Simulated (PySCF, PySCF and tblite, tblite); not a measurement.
# C4H7N: conformers and averaged spectra

Aim: find the conformers of C4H7N (`CCCC#N`), weigh them, and average their properties.

Programs: PySCF 2.14.0 with density-fitted response routines of our own, and tblite 0.8.0. All values are computed, except where a source is named. Atoms count from 0 throughout.

### 1 The starting structure

12 atoms, charge 0, multiplicity 1; geometry from: MMFF94s geometry.

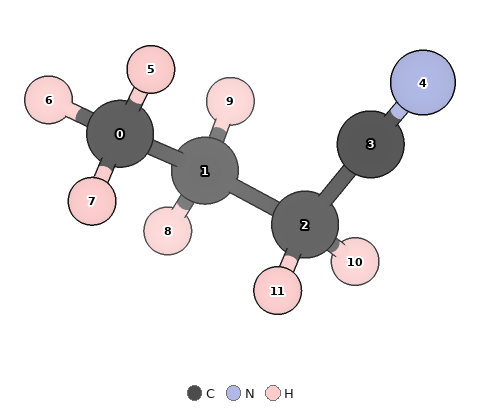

The starting geometry (carbon dark grey, nitrogen light blue, hydrogen pink), atoms numbered.

### 2 GFN2-xTB relaxation, conformer 1

Job settings and geometry (Å):

```
{"job": {"xc": "GFN2-xTB", "basis": "xTB", "kind": "relax"}, "charge": 0, "multiplicity": 1}
C     -1.384100     0.105400     0.298500
C     -0.288500    -0.031400    -0.744100
C      1.055700    -0.482400    -0.122300
C      1.649700     0.573800     0.703300
N      2.128300     1.388600     1.381000
H     -1.168400     0.892000     1.024400
H     -2.332800     0.376800    -0.197200
H     -1.541700    -0.825600     0.845300
H     -0.591100    -0.785300    -1.473500
H     -0.165300     0.912800    -1.264500
H      1.737500    -0.728200    -0.939200
H      0.901800    -1.397100     0.462400
```

On the command line:

```bash
$ OMP_NUM_THREADS=1 python ens_run.py task.json out
```

This one command runs the whole study; its stages follow in the order run.

The log of the run:

```text
step      E/eV     max force
  0    -408.54767    2.512
  1    -408.47610    6.561
  2    -408.59257    0.512
  3    -408.59914    0.333
  4    -408.60822    0.134
  5    -408.60919    0.111
  6    -408.61032    0.071
  7    -408.61072    0.064
  8    -408.61114    0.043
  9    -408.61141    0.047
 10    -408.61184    0.071
 11    -408.61229    0.078
 12    -408.61272    0.056
 13    -408.61306    0.049
 14    -408.61337    0.055
 15    -408.61369    0.063
 16    -408.61401    0.053
 17    -408.61437    0.049
 18    -408.61476    0.051
 19    -408.61513    0.057
 20    -408.61539    0.046
 21    -408.61554    0.027
 22    -408.61554    0.027
 23    -408.61560    0.024
 24    -408.61570    0.159
 25    -408.61573    0.127
 26    -408.61583    0.025
 27    -408.61586    0.015
 28    -408.61597    0.056
 29    -408.61603    0.048
 30    -408.61609    0.022
 31    -408.61615    0.034
 32    -408.61622    0.051
 33    -408.61629    0.042
 34    -408.61634    0.022
 35    -408.61639    0.020
 36    -408.61645    0.042
 37    -408.61652    0.050
 38    -408.61659    0.033
 39    -408.61666    0.023
 40    -408.61671    0.026
 41    -408.61675    0.032
 42    -408.61678    0.021
 43    -408.61681    0.015
 44    -408.61683    0.021
 45    -408.61686    0.027
 46    -408.61688    0.020
 47    -408.61690    0.011
 48    -408.61691    0.021
 49    -408.61693    0.022
 50    -408.61695    0.021
 51    -408.61696    0.013
 52    -408.61697    0.011
 53    -408.61698    0.016
 54    -408.61699    0.013
 55    -408.61700    0.009
 56    -408.61700    0.005
 57    -408.61700    0.005
 58    -408.61701    0.006
 59    -408.61701    0.006
 60    -408.61701    0.005
 61    -408.61702    0.005
 62    -408.61702    0.005
 63    -408.61702    0.005
 64    -408.61702    0.006
 65    -408.61703    0.006
 66    -408.61703    0.005
 67    -408.61703    0.005
 68    -408.61704    0.005
 69    -408.61704    0.004
 70    -408.61704    0.003
```

It took 0.3 s on 1 thread of Intel Xeon Platinum 8375C at 2.90GHz, shared host.

Relaxing gained 0.069 eV and moved the atoms by 0.07 Å on average (rms).

GFN2-xTB relaxation, conformer 2:

Job settings and geometry (Å):

```
{"job": {"xc": "GFN2-xTB", "basis": "xTB", "kind": "relax"}, "charge": 0, "multiplicity": 1}
C     -1.550200     0.132500     0.349000
C     -0.318700    -0.109200    -0.496500
C      0.968900     0.053900     0.342200
C      2.155000    -0.177800    -0.487000
N      3.100700    -0.378400    -1.115000
H     -2.462800     0.006700    -0.263800
H     -1.614400    -0.563300     1.184300
H     -1.557600     1.158000     0.756600
H     -0.352600    -1.130300    -0.903700
H     -0.310900     0.578100    -1.332800
H      0.946800    -0.638900     1.185100
H      0.996900     1.068000     0.755600
```

The log of the run:

```text
step      E/eV     max force
  0    -408.57043    1.325
  1    -408.58181    2.642
  2    -408.59511    0.922
  3    -408.60768    0.389
  4    -408.61088    0.200
  5    -408.61401    0.164
  6    -408.61448    0.071
  7    -408.61486    0.054
  8    -408.61501    0.045
  9    -408.61507    0.018
 10    -408.61507    0.018
 11    -408.61509    0.044
 12    -408.61514    0.017
 13    -408.61516    0.014
 14    -408.61520    0.015
 15    -408.61522    0.016
 16    -408.61524    0.013
 17    -408.61525    0.010
 18    -408.61526    0.009
 19    -408.61527    0.009
 20    -408.61528    0.006
 21    -408.61528    0.006
 22    -408.61528    0.005
 23    -408.61529    0.005
 24    -408.61529    0.004
 25    -408.61529    0.002
```

Run time: 0.14 s. Hardware: 1 thread of Intel Xeon Platinum 8375C at 2.90GHz, shared host.

Gain 0.045 eV; displacement 0.02 Å root mean square.

### 3 Shieldings, conformer 1: WP04/pcSseg-1 in chloroform

Job settings and geometry (Å):

```
{"job": {"xc": "WP04", "basis": "pcSseg-1", "solvent": "chloroform", "kind": "nmr", "pop": true}, "charge": 0, "multiplicity": 1}
C     -1.365001     0.123348     0.309552
C     -0.292058    -0.055779    -0.756971
C      1.048344    -0.484163    -0.143797
C      1.579931     0.547438     0.709769
N      1.991793     1.377362     1.379366
H     -1.058395     0.875134     1.033834
H     -2.300196     0.442687    -0.143868
H     -1.541740    -0.811528     0.838209
H     -0.605925    -0.817473    -1.474035
H     -0.154783     0.881944    -1.299926
H      1.781199    -0.687214    -0.930203
H      0.918028    -1.392442     0.452042
```

The log of the run:

```text
coarse grid: 9752 points
cycle   1  E = -216.4525666498  dE =  3.725e-01  |g| = 6.890e-01  |ddm| = 3.056e+00
cycle   2  E = -216.2313185548  dE =  2.212e-01  |g| = 1.196e+00  |ddm| = 1.450e+00
cycle   3  E = -216.5408418841  dE = -3.095e-01  |g| = 3.185e-01  |ddm| = 1.001e+00
cycle   4  E = -216.5640832114  dE = -2.324e-02  |g| = 4.179e-02  |ddm| = 2.106e-01
cycle   5  E = -216.5644538100  dE = -3.706e-04  |g| = 1.433e-02  |ddm| = 4.074e-02
cycle   6  E = -216.5645030974  dE = -4.929e-05  |g| = 2.735e-03  |ddm| = 1.337e-02
cycle   7  E = -216.5645047445  dE = -1.647e-06  |g| = 7.259e-04  |ddm| = 2.362e-03
final grid: 93432 points
cycle   8  E = -216.6097450638  dE = -4.314e-05  |g| = 7.831e-03  |ddm| = 2.582e-02
cycle   9  E = -216.6097346823  dE =  1.038e-05  |g| = 1.016e-02  |ddm| = 1.257e-02
cycle  10  E = -216.6097593055  dE = -2.462e-05  |g| = 2.670e-03  |ddm| = 7.562e-03
cycle  11  E = -216.6097607726  dE = -1.467e-06  |g| = 3.718e-04  |ddm| = 1.748e-03
cycle  12  E = -216.6097608007  dE = -2.818e-08  |g| = 1.024e-04  |ddm| = 2.904e-04
cycle  13  E = -216.6097608032  dE = -2.464e-09  |g| = 2.598e-05  |ddm| = 8.898e-05
cycle  14  E = -216.6097608033  dE = -1.467e-10  |g| = 6.508e-06  |ddm| = 2.029e-05
converged SCF energy = -216.6097608033

GIAO shielding tensors (ppm)
atom      isotropic    diamagn.    paramagn.     s11        s22        s33       span
  0 C      158.253     249.497     -91.244    146.638    154.631    173.491     26.853
  1 C      148.494     248.983    -100.489    140.871    147.370    157.241     16.369
  2 C      153.883     250.856     -96.973    140.260    155.316    166.074     25.814
  3 C       50.619     262.742    -212.123    -72.698    -66.543    291.097    363.795
  4 N      -18.236     342.352    -360.588   -184.739   -176.643    306.673    491.412
  5 H       30.558      32.432      -1.874     26.454     30.207     35.012      8.558
  6 H       30.721      29.653       1.068     26.656     28.068     37.438     10.782
  7 H       31.042      31.259      -0.217     27.509     28.877     36.740      9.231
  8 H       30.271      30.723      -0.452     25.668     28.798     36.345     10.677
  9 H       30.276      31.690      -1.414     26.305     28.999     35.522      9.217
 10 H       29.300      27.764       1.536     24.455     27.901     35.543     11.088
 11 H       29.685      29.869      -0.184     25.918     28.141     34.995      9.077
```

It took 15 s on 1 thread of Intel Xeon Platinum 8375C at 2.90GHz, shared host; peak memory 0.6 GiB.

In short: HOMO -10.47 eV, LUMO -1.31 eV; dipole 4.82 D.

### 4 Single-point energy, conformer 1: PBE0/def2-SVP in chloroform

Changed since step 3:

```diff
@@ -1,2 +1,2 @@
-{"job": {"xc": "WP04", "basis": "pcSseg-1", "solvent": "chloroform", "kind": "nmr", "pop": true}, "charge": 0, "multiplicity": 1}
+{"job": {"xc": "PBE0", "basis": "def2-SVP", "solvent": "chloroform", "kind": "sp"}, "charge": 0, "multiplicity": 1}
 C     -1.365001     0.123348     0.309552
```

The log of the run:

```text
coarse grid: 9752 points
cycle   1  E = -210.8982471688  dE =  4.183e-01  |g| = 4.215e-01  |ddm| = 3.499e+00
cycle   2  E = -210.8164416034  dE =  8.181e-02  |g| = 7.486e-01  |ddm| = 9.531e-01
cycle   3  E = -210.9399124571  dE = -1.235e-01  |g| = 1.113e-01  |ddm| = 5.774e-01
cycle   4  E = -210.9428498357  dE = -2.937e-03  |g| = 2.706e-02  |ddm| = 1.118e-01
cycle   5  E = -210.9430172305  dE = -1.674e-04  |g| = 5.697e-03  |ddm| = 2.790e-02
cycle   6  E = -210.9430255394  dE = -8.309e-06  |g| = 1.110e-03  |ddm| = 7.329e-03
final grid: 93432 points
cycle   7  E = -210.9718735148  dE = -2.203e-05  |g| = 6.669e-03  |ddm| = 2.628e-02
cycle   8  E = -210.9718704033  dE =  3.111e-06  |g| = 7.583e-03  |ddm| = 1.336e-02
cycle   9  E = -210.9718850900  dE = -1.469e-05  |g| = 1.348e-03  |ddm| = 7.141e-03
cycle  10  E = -210.9718854676  dE = -3.776e-07  |g| = 2.883e-04  |ddm| = 1.100e-03
cycle  11  E = -210.9718854860  dE = -1.836e-08  |g| = 4.658e-05  |ddm| = 2.669e-04
cycle  12  E = -210.9718854865  dE = -5.306e-10  |g| = 1.388e-05  |ddm| = 6.135e-05
converged SCF energy = -210.9718854865
```

It took 5.6 s on 1 thread of Intel Xeon Platinum 8375C at 2.90GHz, shared host; peak memory 0.57 GiB.

This run: HOMO -9.26 eV, LUMO 1.03 eV; dipole 4.58 D.

### 5 Shieldings, conformer 2: WP04/pcSseg-1 in chloroform

Job settings and geometry (Å):

```
{"job": {"xc": "WP04", "basis": "pcSseg-1", "solvent": "chloroform", "kind": "nmr", "pop": false}, "charge": 0, "multiplicity": 1}
C     -1.558426     0.135522     0.348137
C     -0.316681    -0.116001    -0.496959
C      0.959447     0.056300     0.337089
C      2.136032    -0.179112    -0.458602
N      3.060077    -0.368790    -1.104328
H     -2.455405     0.011073    -0.253263
H     -1.604731    -0.563572     1.180781
H     -1.552422     1.147254     0.748845
H     -0.345971    -1.128592    -0.905207
H     -0.293850     0.580902    -1.337587
H      0.960910    -0.647740     1.174685
H      1.012220     1.072070     0.740381
```

The log of the run:

```text
coarse grid: 9752 points
cycle   1  E = -216.4531404843  dE =  3.724e-01  |g| = 6.898e-01  |ddm| = 3.089e+00
cycle   2  E = -216.2259230841  dE =  2.272e-01  |g| = 1.210e+00  |ddm| = 1.497e+00
cycle   3  E = -216.5420568997  dE = -3.161e-01  |g| = 3.133e-01  |ddm| = 1.043e+00
cycle   4  E = -216.5646696915  dE = -2.261e-02  |g| = 4.195e-02  |ddm| = 2.109e-01
cycle   5  E = -216.5650349919  dE = -3.653e-04  |g| = 1.603e-02  |ddm| = 4.393e-02
cycle   6  E = -216.5650985592  dE = -6.357e-05  |g| = 2.034e-03  |ddm| = 1.478e-02
cycle   7  E = -216.5650993637  dE = -8.046e-07  |g| = 7.615e-04  |ddm| = 1.667e-03
final grid: 93432 points
cycle   8  E = -216.6106979903  dE = -4.373e-05  |g| = 7.315e-03  |ddm| = 2.577e-02
cycle   9  E = -216.6106903454  dE =  7.645e-06  |g| = 9.159e-03  |ddm| = 1.153e-02
cycle  10  E = -216.6107108216  dE = -2.048e-05  |g| = 2.068e-03  |ddm| = 6.810e-03
cycle  11  E = -216.6107116868  dE = -8.651e-07  |g| = 4.395e-04  |ddm| = 1.512e-03
cycle  12  E = -216.6107117262  dE = -3.944e-08  |g| = 1.073e-04  |ddm| = 3.283e-04
cycle  13  E = -216.6107117290  dE = -2.781e-09  |g| = 2.193e-05  |ddm| = 8.953e-05
cycle  14  E = -216.6107117291  dE = -1.002e-10  |g| = 6.544e-06  |ddm| = 1.773e-05
converged SCF energy = -216.6107117291

GIAO shielding tensors (ppm)
atom      isotropic    diamagn.    paramagn.     s11        s22        s33       span
  0 C      157.351     247.473     -90.122    147.035    150.587    174.433     27.398
  1 C      147.133     249.309    -102.176    134.569    147.493    159.338     24.769
  2 C      154.417     250.265     -95.848    137.936    153.251    172.062     34.126
  3 C       50.656     260.899    -210.243    -73.379    -67.250    292.597    365.975
  4 N      -15.781     341.921    -357.702   -178.039   -173.530    304.225    482.264
  5 H       30.687      28.891       1.796     26.613     28.053     37.396     10.783
  6 H       31.001      30.404       0.597     27.150     29.319     36.532      9.382
  7 H       31.001      30.404       0.597     27.150     29.321     36.531      9.381
  8 H       30.217      31.833      -1.616     25.941     29.843     34.866      8.926
  9 H       30.217      31.836      -1.619     25.939     29.847     34.866      8.926
 10 H       29.653      29.587       0.066     25.079     29.432     34.449      9.369
 11 H       29.653      29.591       0.062     25.077     29.436     34.445      9.367
```

It took 13 s on 1 thread of Intel Xeon Platinum 8375C at 2.90GHz, shared host; peak memory 0.64 GiB.

Key values: HOMO -10.45 eV, LUMO -1.25 eV; dipole 4.95 D.

### 6 Single-point energy, conformer 2: PBE0/def2-SVP in chloroform

Changed since step 5:

```diff
@@ -1,2 +1,2 @@
-{"job": {"xc": "WP04", "basis": "pcSseg-1", "solvent": "chloroform", "kind": "nmr", "pop": false}, "charge": 0, "multiplicity": 1}
+{"job": {"xc": "PBE0", "basis": "def2-SVP", "solvent": "chloroform", "kind": "sp"}, "charge": 0, "multiplicity": 1}
 C     -1.558426     0.135522     0.348137
```

The log of the run:

```text
coarse grid: 9752 points
cycle   1  E = -210.8982303449  dE =  4.176e-01  |g| = 4.233e-01  |ddm| = 3.517e+00
cycle   2  E = -210.8133110924  dE =  8.492e-02  |g| = 7.595e-01  |ddm| = 9.931e-01
cycle   3  E = -210.9403716692  dE = -1.271e-01  |g| = 1.070e-01  |ddm| = 5.948e-01
cycle   4  E = -210.9431018784  dE = -2.730e-03  |g| = 2.689e-02  |ddm| = 1.103e-01
cycle   5  E = -210.9432666504  dE = -1.648e-04  |g| = 6.476e-03  |ddm| = 3.121e-02
cycle   6  E = -210.9432777187  dE = -1.107e-05  |g| = 8.895e-04  |ddm| = 8.204e-03
cycle   7  E = -210.9432778858  dE = -1.671e-07  |g| = 2.981e-04  |ddm| = 1.069e-03
final grid: 93432 points
cycle   8  E = -210.9721015719  dE = -2.139e-05  |g| = 6.102e-03  |ddm| = 2.341e-02
cycle   9  E = -210.9721006691  dE =  9.028e-07  |g| = 6.433e-03  |ddm| = 1.225e-02
cycle  10  E = -210.9721114737  dE = -1.080e-05  |g| = 5.004e-04  |ddm| = 6.270e-03
cycle  11  E = -210.9721115281  dE = -5.444e-08  |g| = 2.088e-04  |ddm| = 6.842e-04
cycle  12  E = -210.9721115360  dE = -7.920e-09  |g| = 8.246e-05  |ddm| = 1.902e-04
cycle  13  E = -210.9721115376  dE = -1.536e-09  |g| = 1.237e-05  |ddm| = 6.996e-05
cycle  14  E = -210.9721115376  dE = -3.115e-11  |g| = 3.034e-06  |ddm| = 1.341e-05
converged SCF energy = -210.9721115376
```

Run time: 5.8 s. Hardware: 1 thread of Intel Xeon Platinum 8375C at 2.90GHz, shared host; peak memory 0.56 GiB.

This run: HOMO -9.24 eV, LUMO 1.13 eV; dipole 4.71 D.

### 7 Couplings, conformer 1: B3LYP/6-31G*+pcJ-1

Job settings and geometry (Å):

```
{"job": {"xc": "B3LYP", "basis": {"default": "6-31G*", "H": "pcJ-1"}, "nuclei": ["H", "F", "P", "Si", "B"], "kind": "j"}, "charge": 0, "multiplicity": 1}
C     -1.365001     0.123348     0.309552
C     -0.292058    -0.055779    -0.756971
C      1.048344    -0.484163    -0.143797
C      1.579931     0.547438     0.709769
N      1.991793     1.377362     1.379366
H     -1.058395     0.875134     1.033834
H     -2.300196     0.442687    -0.143868
H     -1.541740    -0.811528     0.838209
H     -0.605925    -0.817473    -1.474035
H     -0.154783     0.881944    -1.299926
H      1.781199    -0.687214    -0.930203
H      0.918028    -1.392442     0.452042
```

The log of the run:

```text
coarse grid: 9752 points
cycle   1  E = -211.3610483016  dE =  4.463e-01  |g| = 4.999e-01  |ddm| = 3.032e+00
cycle   2  E = -211.2091879065  dE =  1.519e-01  |g| = 9.631e-01  |ddm| = 1.392e+00
cycle   3  E = -211.4182875729  dE = -2.091e-01  |g| = 1.854e-01  |ddm| = 9.489e-01
cycle   4  E = -211.4264141151  dE = -8.127e-03  |g| = 3.630e-02  |ddm| = 1.696e-01
cycle   5  E = -211.4267105108  dE = -2.964e-04  |g| = 9.010e-03  |ddm| = 4.268e-02
cycle   6  E = -211.4267315178  dE = -2.101e-05  |g| = 1.679e-03  |ddm| = 1.033e-02
cycle   7  E = -211.4267321680  dE = -6.502e-07  |g| = 4.166e-04  |ddm| = 1.819e-03
final grid: 93432 points
cycle   8  E = -211.3881848759  dE = -2.785e-05  |g| = 5.990e-03  |ddm| = 1.868e-02
cycle   9  E = -211.3881797060  dE =  5.170e-06  |g| = 7.521e-03  |ddm| = 1.116e-02
cycle  10  E = -211.3881934594  dE = -1.375e-05  |g| = 2.024e-03  |ddm| = 6.886e-03
cycle  11  E = -211.3881943418  dE = -8.824e-07  |g| = 3.042e-04  |ddm| = 1.778e-03
cycle  12  E = -211.3881943614  dE = -1.960e-08  |g| = 7.238e-05  |ddm| = 2.882e-04
cycle  13  E = -211.3881943627  dE = -1.302e-09  |g| = 1.962e-05  |ddm| = 8.152e-05
cycle  14  E = -211.3881943628  dE = -8.777e-11  |g| = 4.619e-06  |ddm| = 1.785e-05
converged SCF energy = -211.3881943628

Indirect spin-spin couplings (Hz)
  i      j    bonds     total        FC       PSO       DSO        SD
  5 H    6 H    2    -14.553   -14.028     2.170    -2.695         -
  5 H    7 H    2    -13.551   -13.063     2.091    -2.579         -
  5 H    8 H    3     14.812    15.751     1.966    -2.905         -
  5 H    9 H    3      3.846     3.961     0.389    -0.504         -
  5 H   10 H    4     -0.944    -0.410     1.207    -1.741         -
  5 H   11 H    4     -0.380    -0.245     0.331    -0.465         -
  6 H    7 H    2    -14.257   -13.715     2.211    -2.753         -
  6 H    8 H    3      3.308     3.479     0.454    -0.625         -
  6 H    9 H    3      3.675     3.797     0.376    -0.498         -
  6 H   10 H    4      1.573     2.050     1.281    -1.759         -
  6 H   11 H    4     -0.580    -0.113     1.112    -1.579         -
  7 H    8 H    3      4.258     4.400     0.426    -0.569         -
  7 H    9 H    3     14.227    15.163     1.973    -2.909         -
  7 H   10 H    4     -0.719    -0.274     1.088    -1.533         -
  8 H    9 H    2    -13.797   -13.405     1.941    -2.333         -
  8 H   10 H    3      4.929     4.938     0.264    -0.274         -
  8 H   11 H    3      3.385     3.482     0.467    -0.564         -
  9 H   10 H    3      2.761     2.852     0.431    -0.522         -
  9 H   11 H    3     13.908    14.790     1.977    -2.859         -
 10 H   11 H    2    -17.517   -17.163     2.003    -2.357         -
```

Run time: 12 s. Hardware: 1 thread of Intel Xeon Platinum 8375C at 2.90GHz, shared host; peak memory 0.71 GiB.

This run: HOMO -8.78 eV, LUMO 0.61 eV; dipole 3.80 D.

### 8 Couplings, conformer 2: B3LYP/6-31G*+pcJ-1

Job settings and geometry (Å):

```
{"job": {"xc": "B3LYP", "basis": {"default": "6-31G*", "H": "pcJ-1"}, "nuclei": ["H", "F", "P", "Si", "B"], "kind": "j"}, "charge": 0, "multiplicity": 1}
C     -1.558426     0.135522     0.348137
C     -0.316681    -0.116001    -0.496959
C      0.959447     0.056300     0.337089
C      2.136032    -0.179112    -0.458602
N      3.060077    -0.368790    -1.104328
H     -2.455405     0.011073    -0.253263
H     -1.604731    -0.563572     1.180781
H     -1.552422     1.147254     0.748845
H     -0.345971    -1.128592    -0.905207
H     -0.293850     0.580902    -1.337587
H      0.960910    -0.647740     1.174685
H      1.012220     1.072070     0.740381
```

The log of the run:

```text
coarse grid: 9752 points
cycle   1  E = -211.3610990797  dE =  4.456e-01  |g| = 5.006e-01  |ddm| = 3.063e+00
cycle   2  E = -211.2049113998  dE =  1.562e-01  |g| = 9.755e-01  |ddm| = 1.445e+00
cycle   3  E = -211.4187315003  dE = -2.138e-01  |g| = 1.802e-01  |ddm| = 9.897e-01
cycle   4  E = -211.4264563335  dE = -7.725e-03  |g| = 3.645e-02  |ddm| = 1.654e-01
cycle   5  E = -211.4267547107  dE = -2.984e-04  |g| = 1.045e-02  |ddm| = 4.815e-02
cycle   6  E = -211.4267838703  dE = -2.916e-05  |g| = 1.174e-03  |ddm| = 1.198e-02
cycle   7  E = -211.4267841464  dE = -2.761e-07  |g| = 4.516e-04  |ddm| = 1.194e-03
final grid: 93432 points
cycle   8  E = -211.3883717297  dE = -2.784e-05  |g| = 5.611e-03  |ddm| = 1.699e-02
cycle   9  E = -211.3883675956  dE =  4.134e-06  |g| = 6.923e-03  |ddm| = 1.024e-02
cycle  10  E = -211.3883793143  dE = -1.172e-05  |g| = 1.850e-03  |ddm| = 6.297e-03
cycle  11  E = -211.3883800519  dE = -7.377e-07  |g| = 3.275e-04  |ddm| = 1.740e-03
cycle  12  E = -211.3883800746  dE = -2.263e-08  |g| = 7.686e-05  |ddm| = 3.220e-04
cycle  13  E = -211.3883800761  dE = -1.526e-09  |g| = 1.644e-05  |ddm| = 8.431e-05
cycle  14  E = -211.3883800762  dE = -5.798e-11  |g| = 4.666e-06  |ddm| = 1.532e-05
converged SCF energy = -211.3883800762

Indirect spin-spin couplings (Hz)
  i      j    bonds     total        FC       PSO       DSO        SD
  5 H    6 H    2    -14.389   -13.828     2.242    -2.802         -
  5 H    7 H    2    -14.387   -13.826     2.242    -2.802         -
  5 H    8 H    3      3.586     3.731     0.415    -0.561         -
  5 H    9 H    3      3.596     3.741     0.415    -0.560         -
  5 H   10 H    4     -0.639    -0.179     1.099    -1.559         -
  5 H   11 H    4     -0.636    -0.176     1.099    -1.558         -
  6 H    7 H    2    -13.257   -12.727     2.194    -2.724         -
  6 H    8 H    3      4.028     4.172     0.440    -0.584         -
  6 H    9 H    3     14.614    15.563     1.984    -2.932         -
  6 H   10 H    4      0.153    -0.254    -0.848     1.256         -
  6 H   11 H    4     -0.394    -0.241     0.433    -0.585         -
  7 H    8 H    3     14.613    15.561     1.984    -2.932         -
  7 H    9 H    3      4.016     4.161     0.441    -0.586         -
  7 H   10 H    4     -0.393    -0.241     0.433    -0.585         -
  7 H   11 H    4      0.154    -0.255    -0.851     1.259         -
  8 H    9 H    2    -13.886   -13.539     1.890    -2.237         -
  8 H   10 H    3      4.163     4.215     0.381    -0.433         -
  8 H   11 H    3     13.865    14.747     1.979    -2.860         -
  9 H   10 H    3     13.862    14.744     1.979    -2.860         -
  9 H   11 H    3      4.148     4.200     0.381    -0.433         -
 10 H   11 H    2    -17.225   -16.902     1.951    -2.274         -
```

Wall time 13 s (1 thread of Intel Xeon Platinum 8375C at 2.90GHz, shared host); peak memory 0.71 GiB.

This run: HOMO -8.73 eV, LUMO 0.72 eV; dipole 3.94 D.

[end of part 1 of 2]
